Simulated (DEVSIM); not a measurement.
Structure: Schottky contact on n-type GaN, at 300 K.

```
layer (left to right)  material  thickness (μm)  Nd (cm⁻³)  τn (s)  τp (s)
---------------------  --------  --------------  ---------  ------  ------
1                           GaN            13.0     9.3e15  8.1e-9  8.1e-9
```

Left contact: Schottky, work function 5.06 eV, emission velocity 3.6e6 cm/s. Right contact: ohmic. Voltage is applied to the left contact. Recombination: SRH at mid-gap. Mobility is μmin + (μ − μmin)/(1 + (N/Nref)^α).

The device is made up for the run: typed textbook-type constants, with dimensions and the other settings drawn at random. Values at 300 K.

```tsv
parameter	GaN
gap (eV)	3.43
affinity (eV)	4.1
permittivity	9.5
Nc (cm⁻³)	2.3e18
Nv (cm⁻³)	4.6e19
μn (cm²/Vs)	1200
μp (cm²/Vs)	100
μn,min	55
μp,min	3
Nref,n	2e17
Nref,p	3e17
αn	1
αp	2
```

Simulated with DEVSIM: 1D drift-diffusion, Boltzmann statistics, complete ionisation; no tunnelling, impact ionisation, image-force lowering or self-heating. Metal contacts follow the ideal Schottky-Mott rule: no Fermi-level pinning, no interface dipoles.

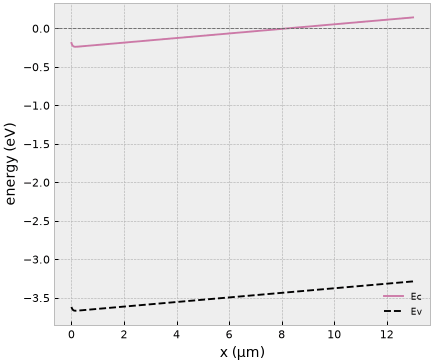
Fig. 1. Band edges at 1.15 V on the left contact

Energies count from the Fermi level of the right contact; mesh points crowd at the junctions.

| x (μm) | Ec (eV) | Ev (eV) | n (cm⁻³) | p (cm⁻³) | field (V/cm) |
|---|---|---|---|---|---|
| 0.000 | -0.190 | -3.620 | 8.8e14 | < 1e2 | -10000 |
| 0.01516 | -0.204 | -3.634 | 1.7e15 | < 1e2 | -8200 |
| 0.03985 | -0.220 | -3.650 | 3.6e15 | < 1e2 | -5100 |
| 0.08007 | -0.233 | -3.663 | 6.6e15 | < 1e2 | -1900 |
| 0.1756 | -0.239 | -3.669 | 9.0e15 | < 1e2 | 110 |
| 0.3012 | -0.235 | -3.666 | 9.3e15 | < 1e2 | 290 |
| 0.5058 | -0.229 | -3.659 | 9.3e15 | < 1e2 | 300 |
| 0.9917 | -0.215 | -3.645 | 9.3e15 | < 1e2 | 300 |
| 1.631 | -0.196 | -3.626 | 9.3e15 | < 1e2 | 300 |
| 2.672 | -0.165 | -3.595 | 9.3e15 | < 1e2 | 300 |
| 4.367 | -0.114 | -3.545 | 9.3e15 | < 1e2 | 300 |
| 7.913 | -0.009 | -3.439 | 9.3e15 | < 1e2 | 300 |
| 9.886 | 0.050 | -3.380 | 9.3e15 | < 1e2 | 300 |
| 11.10 | 0.086 | -3.344 | 9.3e15 | < 1e2 | 300 |
| 12.02 | 0.113 | -3.317 | 9.3e15 | < 1e2 | 300 |
| 12.41 | 0.125 | -3.305 | 9.3e15 | < 1e2 | 300 |
| 12.64 | 0.132 | -3.298 | 9.3e15 | < 1e2 | 300 |
| 12.79 | 0.136 | -3.294 | 9.3e15 | < 1e2 | 300 |
| 12.90 | 0.140 | -3.290 | 9.3e15 | < 1e2 | 300 |
| 12.95 | 0.141 | -3.289 | 9.3e15 | < 1e2 | 300 |
| 12.98 | 0.142 | -3.288 | 9.3e15 | < 1e2 | 300 |
| 13.00 | 0.142 | -3.288 | 9.3e15 | < 1e2 | 300 |
